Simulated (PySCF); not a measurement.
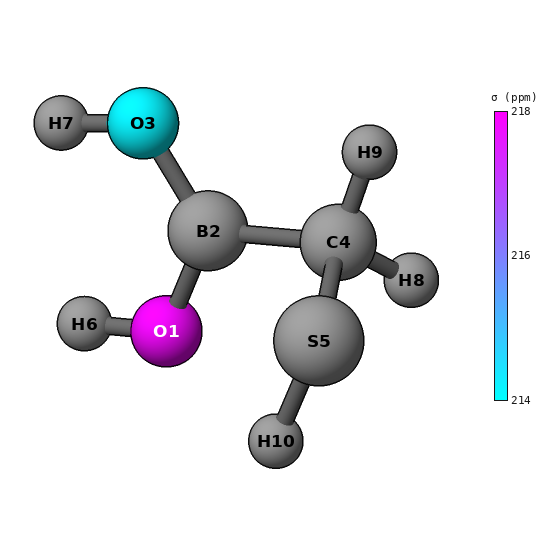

Atoms are coloured by their isotropic NMR shieldings (O only, the others grey). The geometry was computed by an optimisation with PBE0-D3(BJ)/def2-SVP. No frequency run is at hand to confirm it as a minimum. Properties computed with GIAO PBE0/pcSseg-1 NMR shielding, non-relativistic, gas phase (PySCF 2.14.0).

Give the isotropic NMR shieldings of the O atoms atom by atom.

| atom | σ (ppm) |
| --- | --- |
| O1 | 217.8 |
| O3 | 214.2 |
